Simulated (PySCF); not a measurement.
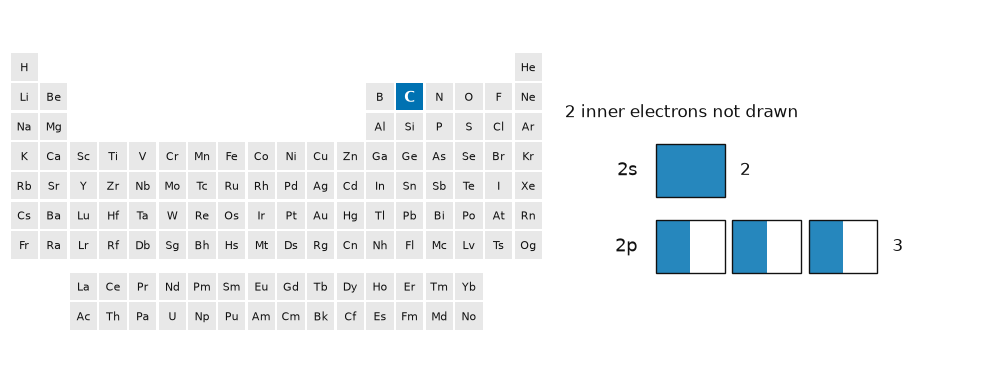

**Figure 1.** Left, the place of carbon in the periodic table; right, the outer shells of the nominal configuration: a box for each of the 2l + 1 orbitals, shaded by the share of the shell that is filled, with the electron count at the right.

**Run report: C⁻, atomic calculation**

System: C⁻, configuration 1s2 2s2 2p3, multiplicity 4.
Method: unrestricted HF, aug-cc-pCVTZ-DK, spin-free X2C-1e, Gaussian nucleus (PySCF).

Input:
```python
from pyscf import gto, scf, dft, mp, cc
import basis_set_exchange as bse
mol = gto.M(atom="C 0 0 0", charge=-1, spin=3, symmetry="D2h",
            basis=gto.basis.parse(bse.get_basis("aug-cc-pCVTZ-DK", elements=["C"], fmt="nwchem")),
            nucmod="G")
mf = scf.UHF(mol).sfx2c1e()
mf.irrep_nelec = {'Ag': (2, 2), 'B1u': (1, 0), 'B2u': (1, 0), 'B3u': (1, 0)}
mf.kernel()
```

The script is an equivalent of what the driver set up; the driver started from orbitals of its own, so the log can be shorter than this script's would be, and it computed the properties (radii, ⟨L²⟩, response) afterwards. It held the occupations shell by shell, which the script's counts by irreducible representation don't always enforce.

Hardware: 1 CPU thread, shared host.

Output (extracts):
```
damping factor = 0
level_shift factor = 0
DIIS = <class 'pyscf.scf.diis.CDIIS'>
diis_start_cycle = 1
diis_space = 10
diis_damp = 0
SCF conv_tol = 1e-09
SCF conv_tol_grad = None
number electrons alpha = 5  beta = 2
cycle= 1 E= -37.7233780761917  delta_E= -1.42e-10  |g|= 3.81e-06  |ddm|= 4.71e-05
converged SCF energy = -37.7233780761917  <S^2> = 3.7567746  2S+1 = 4.0033858
```

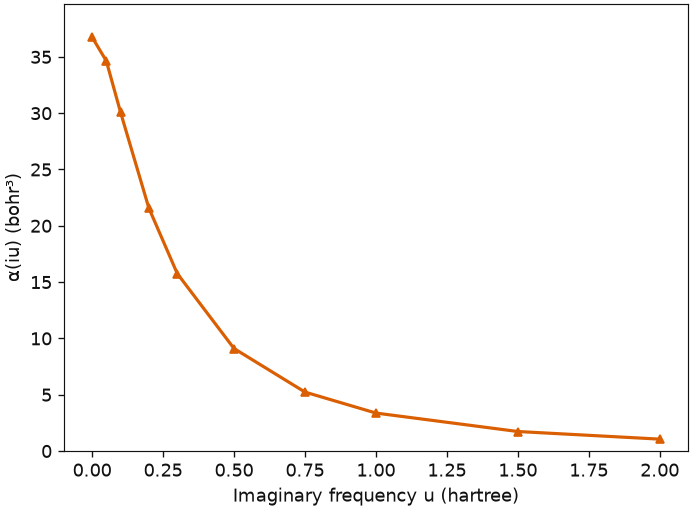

**Figure 2.** Dipole polarisability at imaginary frequency of C⁻ ([He] 2s² 2p³). Coupled response at the HF level; PySCF, aug-cc-pCVTZ-DK, spin-free X2C-1e, unrestricted single determinants, no spin-orbit coupling. The static dipole polarisability is 36.7 bohr³; α(iu) falls to half of it near u = 0.25 hartree. The Casimir–Polder integral gives C₆ = 257 hartree bohr⁶ for two such species.

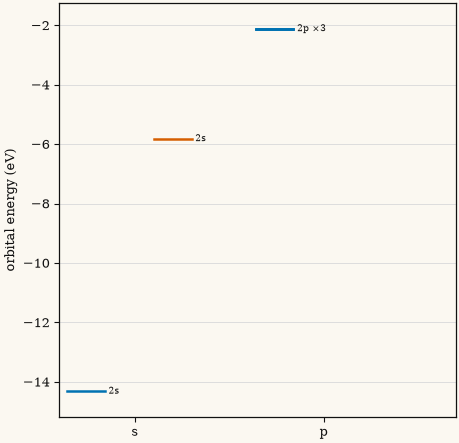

**Figure 3.** Orbital energies of the mean field, from the top down to −14.3 eV, by angular momentum, α spin at the left of each column and β at the right; ×n counts the orbitals under one label. The highest filled orbital is 2p α at −2.12 eV, the lowest empty one p β at 6.66 eV.

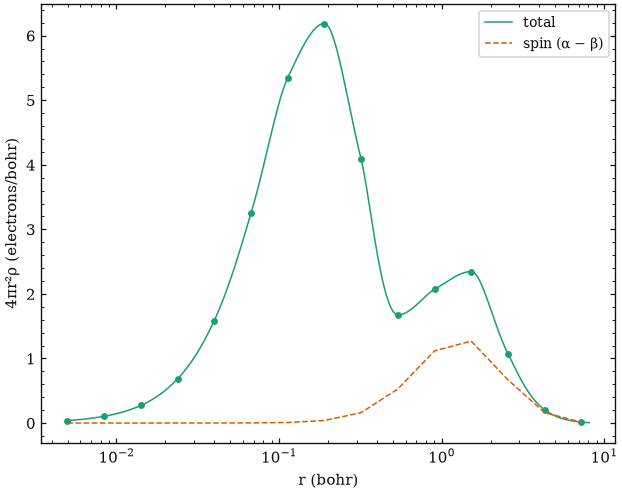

**Figure 4.** Spherically averaged radial density 4πr²ρ of the mean field and its spin part; markers are the stored points, which are sparse, and the line is a monotone interpolation between them. The largest stored value is 6.19 electrons/bohr at r = 0.19 bohr. Root-mean-square radii of the shells: 1s 0.312, 2s 1.91, 2p 2.49 bohr.

Summary:

- outcome: converged
- total energy: −37.723378 hartree
- ⟨S²⟩: 3.757
- static polarisability: 36.7 bohr³
- C₆ of the like pair: 257 hartree bohr⁶
- SCF iterations: 1
- CPU time: 1.3 s (integrals apart)
